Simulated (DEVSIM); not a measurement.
Device: Ge n-p junction from an implanted or diffused profile, at 300 K.

```csv
layer (left to right),material,thickness (μm),Na (cm⁻³),τn (s),τp (s)
1,Ge,7.80,2.3e14,1.2e-6,1.2e-6
```

Added donor profile: 5.9e17 cm⁻³ × exp(−(x − 0 μm)²/(2·(0.096 μm)²)). Left contact: ohmic. Right contact: ohmic. Voltage is applied to the left contact. Recombination: SRH at mid-gap. Mobility is μmin + (μ − μmin)/(1 + (N/Nref)^α).

The device is made up for the run: typed textbook-type constants, with dimensions and the other settings drawn at random. Values at 300 K.

```tsv
parameter	Ge
gap (eV)	0.664
affinity (eV)	4
permittivity	16
Nc (cm⁻³)	1.04e19
Nv (cm⁻³)	6e18
μn (cm²/Vs)	3900
μp (cm²/Vs)	1900
μn,min	150
μp,min	100
Nref,n	2.6e17
Nref,p	4e17
αn	0.56
αp	0.6
```

DEVSIM, 1D drift-diffusion, Boltzmann statistics, complete ionisation; no tunnelling, impact ionisation, image-force lowering or self-heating.

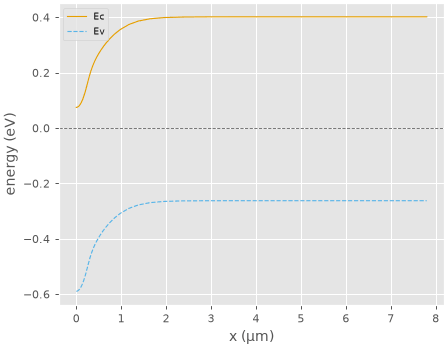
*Band edges at zero bias*

Energies count from the Fermi level of the right contact; mesh points crowd at the junctions.

| x (μm) | Ec (eV) | Ev (eV) | n (cm⁻³) | p (cm⁻³) | field (V/cm) |
|---|---|---|---|---|---|
| 0.000 | 0.074 | -0.590 | 5.9e17 | 7.4e8 | 180 |
| 0.01733 | 0.075 | -0.589 | 5.8e17 | 7.6e8 | 500 |
| 0.04256 | 0.077 | -0.587 | 5.3e17 | 8.2e8 | 1200 |
| 0.07483 | 0.082 | -0.582 | 4.3e17 | 1.0e9 | 2100 |
| 0.1399 | 0.102 | -0.562 | 2.0e17 | 2.2e9 | 4000 |
| 0.1939 | 0.128 | -0.536 | 7.4e16 | 5.9e9 | 5500 |
| 0.2554 | 0.165 | -0.499 | 1.7e16 | 2.5e10 | 6300 |
| 0.3302 | 0.208 | -0.456 | 3.3e15 | 1.3e11 | 4900 |
| 0.3917 | 0.234 | -0.430 | 1.2e15 | 3.6e11 | 3800 |
| 0.4485 | 0.254 | -0.410 | 5.7e14 | 7.7e11 | 3100 |
| 0.5537 | 0.282 | -0.382 | 1.9e14 | 2.3e12 | 2400 |
| 0.8524 | 0.339 | -0.325 | 2.1e13 | 2.1e13 | 1500 |
| 1.383 | 0.386 | -0.278 | 3.4e12 | 1.3e14 | 450 |
| 2.377 | 0.401 | -0.263 | 1.9e12 | 2.3e14 | 22 |
| 4.987 | 0.401 | -0.263 | 1.9e12 | 2.3e14 | ≈ 0 |
| 6.280 | 0.401 | -0.263 | 1.9e12 | 2.3e14 | ≈ 0 |
| 7.018 | 0.401 | -0.263 | 1.9e12 | 2.3e14 | ≈ 0 |
| 7.385 | 0.401 | -0.263 | 1.9e12 | 2.3e14 | ≈ 0 |
| 7.637 | 0.401 | -0.263 | 1.9e12 | 2.3e14 | ≈ 0 |
| 7.722 | 0.401 | -0.263 | 1.9e12 | 2.3e14 | ≈ 0 |
| 7.769 | 0.401 | -0.263 | 1.9e12 | 2.3e14 | ≈ 0 |
| 7.800 | 0.401 | -0.263 | 1.9e12 | 2.3e14 | ≈ 0 |
